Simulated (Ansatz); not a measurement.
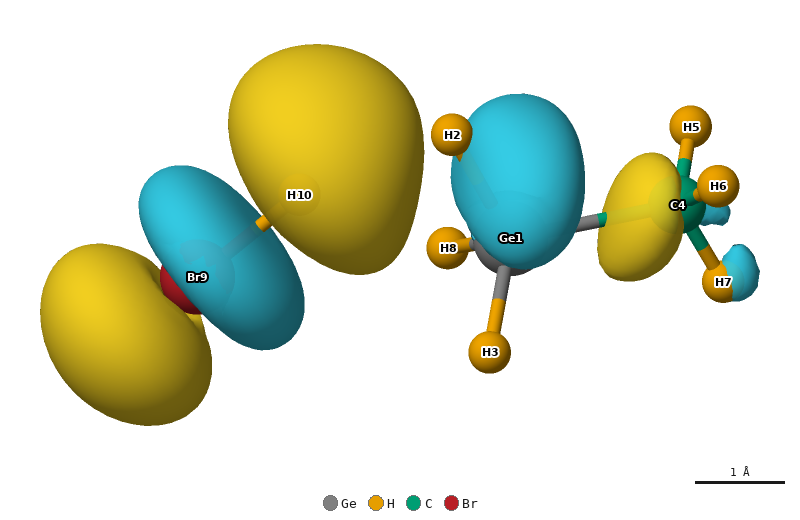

Figure 1: CH$_{6}$Ge···HBr. The LUMO at ±0.1 Å⁻³ᐟ² (yellow and cyan are the two phases), seen at a tilt.

Not at a stationary point (largest force 1.1 eV/Å).

The calculation used RKS LDA/def2-SVP in Ansatz 0.2.0.

```xyz
10

Ge   -0.0418    0.1674   -0.0261
H    -0.2621    0.0681    1.5095
H     1.4753    0.2990   -0.2692
C    -1.0071    1.7109   -0.6854
H    -2.0989    1.5608   -0.5740
H    -0.7151    2.6192   -0.1221
H    -0.7783    1.8714   -1.7582
H    -0.5597   -1.1420   -0.6545
Br    1.6544   -2.6240    1.4982
H     0.7858   -1.4324    1.8119
```

Q: What is the character of this orbital?

A: It lies mainly on Br9 (about 45 %), H10 (about 30 %), Ge1 (about 15 %) and H2 (about 5 %). Its energy is −1.29 eV.
